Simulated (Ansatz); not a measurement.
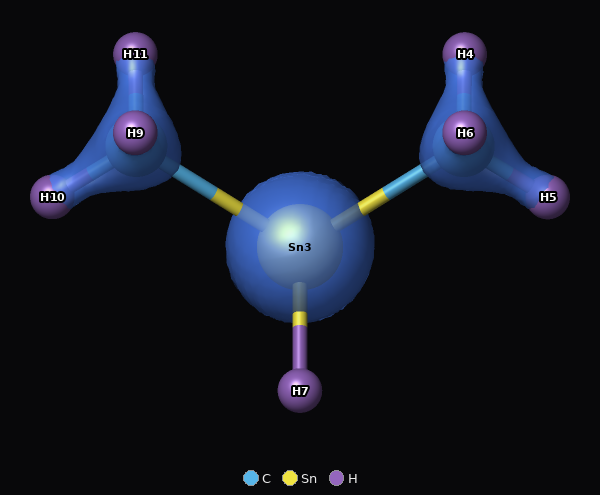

C2H8Sn. Isosurface of the electron density at 1.5 e/Å³ (blue), seen at a tilt.

Geometry: PBE0-D3(BJ)/def2-SVP; core potentials replace the inner electrons of Sn.

Theory: isolated molecule in a Gaussian basis; Kohn-Sham density functional theory, functional PBE0 in Ansatz.

```json
{"atom": "C", "x (Å)": "0.9458", "y (Å)": "1.2314", "z (Å)": "-1.7284"}
{"atom": "C", "x (Å)": "-0.3465", "y (Å)": "1.4610", "z (Å)": "1.5441"}
{"atom": "Sn", "x (Å)": "1.3203", "y (Å)": "1.9432", "z (Å)": "0.2690"}
{"atom": "H", "x (Å)": "0.8047", "y (Å)": "0.1412", "z (Å)": "-1.7193"}
{"atom": "H", "x (Å)": "1.7921", "y (Å)": "1.4730", "z (Å)": "-2.3867"}
{"atom": "H", "x (Å)": "0.0381", "y (Å)": "1.7024", "z (Å)": "-2.1319"}
{"atom": "H", "x (Å)": "1.5505", "y (Å)": "3.6480", "z (Å)": "0.2403"}
{"atom": "H", "x (Å)": "2.7492", "y (Å)": "1.2087", "z (Å)": "0.8848"}
{"atom": "H", "x (Å)": "-1.2623", "y (Å)": "1.9337", "z (Å)": "1.1615"}
{"atom": "H", "x (Å)": "-0.1637", "y (Å)": "1.8204", "z (Å)": "2.5666"}
{"atom": "H", "x (Å)": "-0.4957", "y (Å)": "0.3722", "z (Å)": "1.5732"}
```

### What does this surface tell about the bonding?

At this value the surface falls into five separate pieces. It bridges the sampled C–H (1.10 Å) contacts, where the density stays above the isovalue. It is pinched off along the sampled C–Sn (2.15 Å) and Sn–H (1.72 Å) contacts. On the grid the lowest density along these lines, outside the cores, is 0.7 e/Å³ (C–Sn, 2.15 Å), 1.8 e/Å³ (C–H, 1.10 Å) and 0.75 e/Å³ (Sn–H, 1.72 Å).
